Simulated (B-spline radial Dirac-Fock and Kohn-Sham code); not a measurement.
# Gd⁵⁴⁺: core levels and X-ray properties

Aim: for gadolinium as Gd⁵⁴⁺, compute its X-ray form factor and Compton profile and the binding energy of each subshell.

Method: a free atom or ion on a radial basis; each step names its model; computed with B-spline radial Dirac-Fock and Kohn-Sham code, version 2.

### Step 1. The atom as given

Gd⁵⁴⁺, configuration 1s2 2s2 2p6.

```
nuclear charge     : 64
electrons          : 10
mass number        : 158
nuclear rms radius : 5.1569 fm
```

### Step 2. Scattering by the electron cloud

Model: Dirac-Fock average of configuration, finite nucleus; form factor of the spherical density, Waller-Hartree incoherent function, impulse-approximation Compton profiles.

The run's settings:

```ini
task = scatter
Z = 64
charge = 54
configuration = 1s2 2s2 2p6
mass_number = 158
rms_radius = 5.1569  # fm
s = [0.0, 0.05, 0.1, 0.15, 0.2, 0.25, 0.3, 0.35, 0.4, 0.45, 0.5, 0.6, 0.7, 0.8, 0.9, 1.0, 1.1, 1.2, 1.4, 1.6, 1.8, 2.0, 2.5, 3.0, 3.5, 4.0, 5.0, 6.0]  # 1/A
pz = [0, 0.1, 0.2, 0.3, 0.4, 0.5, 0.6, 0.8, 1.0, 1.2, 1.4, 1.6, 1.8, 2.0, 2.5, 3.0, 4.0, 5.0, 7.0, 10.0, 15.0, 20.0, 30.0, 40.0, 60.0, 100.0]  # a.u.
photon_energy = [2000, 5000, 17479.3, 20000, 50000, 200000, 500000, 1000000]  # eV
```

The program writes no log. Results of the run, from its result record (rounded, main fields):

```text
{
  "status": "converged",
  "form_factor [e]": [10.0, 9.9987, 9.995, 9.9887, 9.98, 9.9687, 9.955, 9.9389, 9.9203, 9.8992, 9.8758, 9.8218, 9.7585, 9.6862, 9.6051, 9.5155, 9.4179, 9.3125, 9.0802, 8.822, 8.5415, 8.2425, 7.4393, 6.6017, 5.7793, 5.0096, 3.7141, 2.7795],
  "incoherent": [2.8422e-13, 0.0014566, 0.0058245, 0.013098, 0.023267, 0.036317, 0.052232, 0.07099, 0.092565, 0.11693, 0.14405, 0.20641, 0.27933, 0.36241, 0.45524, 0.55736, 0.66824, 0.78735, 1.048, 1.3345, 1.642, 1.9654, 2.8127, 3.6632, 4.4665, 5.1913, 6.3611, 7.1849],
  "compton_total [1/a.u.]": [0.24022, 0.24021, 0.24019, 0.24016, 0.24012, 0.24006, 0.23999, 0.23982, 0.23959, 0.23931, 0.23899, 0.23861, 0.23819, 0.23771, 0.23632, 0.23462, 0.23036, 0.22501, 0.21142, 0.18567, 0.1377, 0.095458, 0.043942, 0.021879, 0.0070642, 0.001253],
  "shells": ["1s1/2", "2s1/2", "2p1/2", "2p3/2"],
  "occupation": [2.0, 2.0, 2.0, 4.0],
  "mean_momentum [a.u.]": [62.727, 22.903, 30.208, 27.784],
  "r2 [bohr^2]": 0.067997,
  "r_inverse [1/bohr]": 274.33,
  "r1 [bohr]": 0.70731,
  "coherent [b]": [66.438, 65.986, 60.409, 58.707, 35.188, 4.916, 0.95806, 0.25405],
  "incoherent_cross_section [b]": [0.0049848, 0.030526, 0.33103, 0.42043, 1.6448, 3.1256, 2.6633, 2.0444]
}
```

The scattering functions against s = sin θ / λ:

```tsv
s (1/Å)	f (e)	f / N	S(s)
0	10.00	1.000	0
0.100	9.995	0.999	0.005825
0.200	9.980	0.998	0.02327
0.300	9.955	0.996	0.05223
0.400	9.920	0.992	0.09256
0.500	9.876	0.988	0.1440
0.700	9.758	0.976	0.2793
0.900	9.605	0.961	0.4552
1.10	9.418	0.942	0.6682
1.40	9.080	0.908	1.048
1.80	8.542	0.854	1.642
2.50	7.439	0.744	2.813
3.50	5.779	0.578	4.466
5.00	3.714	0.371	6.361
```

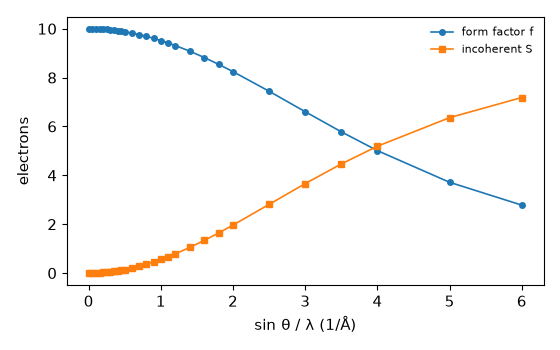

Form factor and incoherent scattering function.

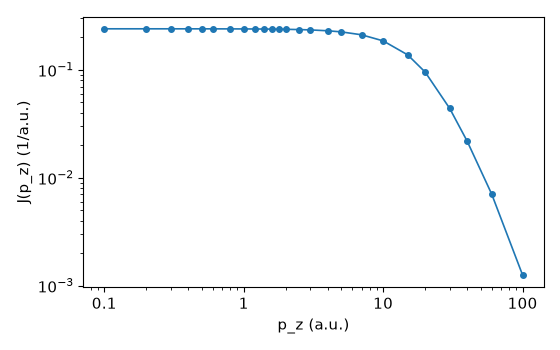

Compton profile, summed over all shells.

### Step 3. Hole states by ΔSCF

Model: Dirac-Fock average of configuration, Delta-SCF, finite nucleus, first-order Breit with its frequency dependence, self-energy and vacuum polarisation.

Recorded inputs:

```ini
task = binding
```

The program writes no log. Results of the run, from its result record (rounded, main fields):

```text
{
  "status": "converged",
  "shells": ["K", "L1", "L2", "L3"],
  "total_energy_parts [Ha]": [-8046.0816, 8.8370823, -0.770920408, -0.131177309, 7.82469358, -1.2356465],
  "koopmans [eV]": [54774.7, 12404.2, 12017.6, 11291.8],
  "dirac_coulomb [eV]": [54752.5, 12401.8, 12013.7, 11288.7],
  "gaunt [eV]": [-148.951, -15.52, -27.3933, -18.8213],
  "retardation [eV]": [10.0434, 1.0112, 2.80718, 2.83507],
  "breit_frequency [eV]": [1.68262, -0.154208, -0.00864417, 0.87615],
  "self_energy [eV]": [-88.397, -12.5339, 0.0879754, -0.947771],
  "vacuum_polarisation [eV]": [14.4284, 1.89436, 0.0476322, -0.0527528],
  "binding [eV]": [54541.3, 12376.5, 11989.3, 11272.6],
  "mean_radius [bohr]": [0.021881, 0.0909676, 0.07598, 0.0824136]
}
```

total_energy_parts: Dirac-Coulomb, Gaunt, retardation, frequency dependence, self-energy, vacuum polarisation. 

Each level as Koopmans' value plus corrections (eV):

```tsv
level	-ε	relaxation	Breit	QED	binding
K	54774.7	-22.21	-137.22	-73.97	54541.3
L1	12404.2	-2.44	-14.66	-10.64	12376.5
L2	12017.6	-3.91	-24.59	0.14	11989.3
L3	11291.8	-3.08	-15.11	-1.00	11272.6
```

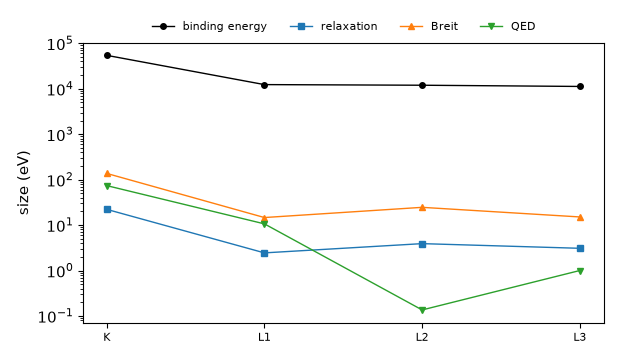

Binding energies and the sizes of their corrections, level by level (signs dropped).

### Step 4. What came out

| quantity | value |
| --- | --- |
| rms radius of the electron cloud | 0.0825 bohr |
| form factor halves at | 4.0 1/Å |
| Compton profile at zero | 0.2402 1/a.u. |
| deepest level listed, K (1s) | 54541.3 eV |
| least bound, L3 (2p3/2) | 11272.6 eV |
| Kα1 | 43268.7 eV |
| ionisation energy, NIST (theoretical) | 11273.0 eV |

The form factor starts at the 10 electrons and halves by s = 4.0 1/Å. Incoherent scattering outweighs coherent from 500 keV on, among the energies asked. The K (1s) level lies 22.2 eV under Koopmans' value by relaxation alone; Breit gives -137.22 and QED -73.97 eV. NIST's ionisation energy differs by +0.40 eV from the least binding energy, within its stated uncertainty. The Hartree-Fock and Dirac-Fock values hold no electron correlation.
